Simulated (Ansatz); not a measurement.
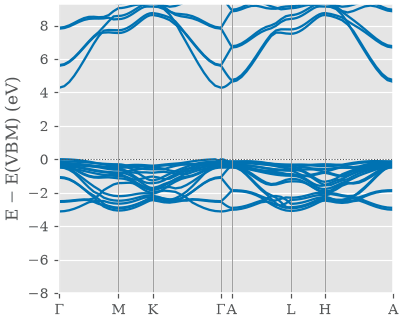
Fig. 1. Band structure from r²SCAN (plane waves, PAW; program Ansatz)

### Question
Read off the gap and where the band edges lie.

### Answer
About 4.3 eV (4.28 eV by a search for the band edges); maximum at Γ, minimum at Γ.

### Question
Pick the material that matches.
(A) ZnS, P3m1 (Pearson symbol hP36)
(B) MgO, P3m1 (Pearson symbol hP12)
(C) Ga2O3, La2O3 or Ni2Al3 type
(D) ZnS, P3m1 (Pearson symbol hP16)

### Answer
B, MgO, P3m1 (Pearson symbol hP12)

The first step of the workflow began from a Materials Project structure, measured or hypothetical; the Crystallography Open Database copy checked does not list it. It is not the phase usual at ambient conditions (space group No. 225). The cell was relaxed with r²SCAN under the symmetry of its start; whether a distortion lowers the energy is not shown.

Potentials: the later of the program's two PAW sets.
